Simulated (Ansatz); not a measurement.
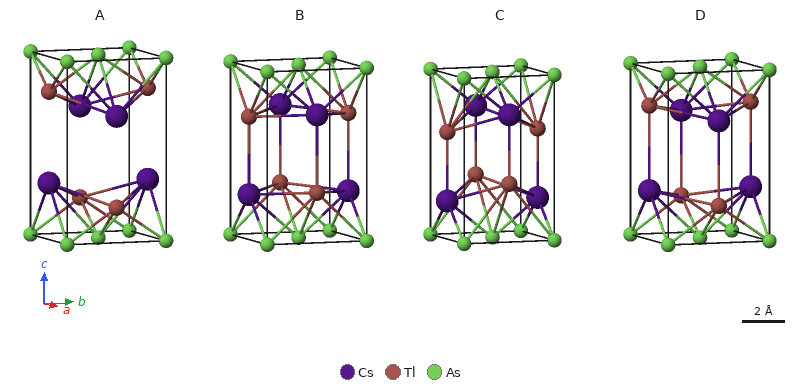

4 geometries from one relaxation of a crystal of CsTlAs (built on the LaSF type) (coarse preliminary run), in shuffled order. A ball-and-stick model of the cell of the calculation, seen slightly off an axis.

Case: LaSF type (P4/nmm, No. 129).

Level of theory: DFT PBE, scalar-relativistic, plane waves, PAW in Ansatz. Set-up: plane-wave cutoff 420 eV; k-point mesh 4 × 4 × 2; occupations gaussian; smearing width 0.1 eV; no spin polarisation; cell and atoms relaxed; force threshold 0.04 eV/Å; at most 70 steps.

### Order the frames from highest to lowest energy.

C, B, D, A. They are steps 0, 3, 6, 12, at +861 meV per atom, +330 meV per atom, +39.6 meV per atom relative to the last. The largest moves relative to the cell, 1.42 Å, are those of Tl atoms. Largest moves by element: Tl 1.42 Å, Cs 0.69 Å. As stays in place. The volume changes by +32.4 %, with a = b 4.640 → 5.076 Å (+9.4 %), c 8.005 → 8.855 Å (+10.6 %). Near-neighbour distances that change, for instance: Cs–Tl 3.342 → 4.422 Å, As–Cs 2.964 → 3.731 Å, As–Tl 3.650 → 3.054 Å, Cs–Tl 3.422 → 3.736 Å. Bonds break, among them: Cs–Tl (3.34 → 4.42 Å). Among the angles between lasting bonds that change: Cs–As–Cs 103.0° → 85.7°, Cs–As–Cs 112.8° → 122.5°. The space group stays P4/nmm (No. 129). The energy falls by 861 meV per atom in 11 accepted moves (12 points after the start). Largest force component: 1.5 eV/Å at the start, 0.0036 eV/Å at the end. The pressure goes from 10.82 to 0.14 GPa. The SCF was repeated once at an unchanged geometry on a basis and grid sized afresh for the cell, which shifted the energy by 2.5 meV per atom at most.

Limits of the set-up: the k-point mesh is coarse for a cell with partly filled bands.
